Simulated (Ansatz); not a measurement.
**A computed series for MoTe2: response to strain**

The reference is MoTe$_{2}$ in the 2H-MoS2 type structure (space group P6_3/mmc, No. 194; a = 3.4966 Å, c = 13.6958 Å; layered, stacked along the Cartesian z axis).

Strains are applied to the cell and any free atomic positions relax.

All numbers come from PBE-D3(BJ)/PAW in Ansatz (a quantum-chemistry and plane-wave program), no spin-orbit coupling.

Notes on the quantities. pressure: mean of the normal stresses, compression positive.

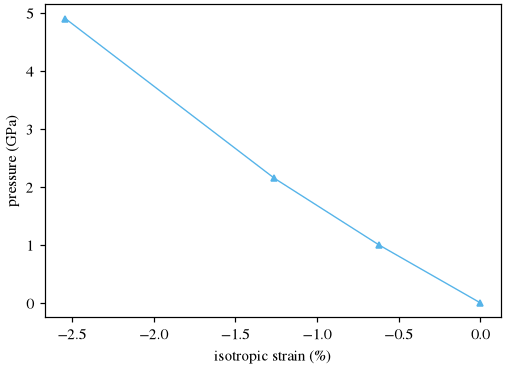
Pressure against isotropic strain

Q: From the plot, what is the pressure for isotropic strain −2.54 %?

A: About 4.9 GPa.

Q: Is the trend monotonic over the range shown?

A: Yes, it falls throughout, spanning 0.00 GPa to 4.90 GPa.

Whether these cells are dynamically stable was not tested. The program warned that a D3 coordination switch lies within reach, so dispersion energies are less smooth here.
